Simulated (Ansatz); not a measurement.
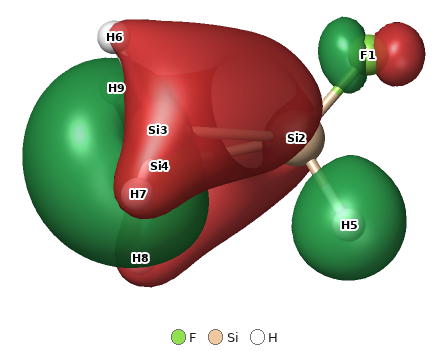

Figure. FH5Si3. The HOMO−1 at ±0.08 Å⁻³ᐟ² (green and red are the two phases), seen from one side.

Geometry: PBE0-D4/def2-TZVP.

Computed with Ansatz 0.2.0, RKS PBE0-D4/def2-TZVPP.

```xyz
9

F    -1.9040    1.1170   -1.5297
Si   -0.6578    0.1934   -1.1333
Si    1.0965    0.7577    0.2584
Si   -0.3896   -0.9960    0.8276
H    -0.2063   -0.5732   -2.3218
H     0.9088    1.8728    1.2210
H     2.5090    0.6163   -0.1776
H    -0.0911   -2.4507    0.8211
H    -1.1770   -0.5837    2.0173
```

Q: What is the character of this orbital?

A: It lies mainly on Si4 (about 35 %), Si3 (about 35 %) and Si2 (about 15 %). Its energy is −7.17 eV.
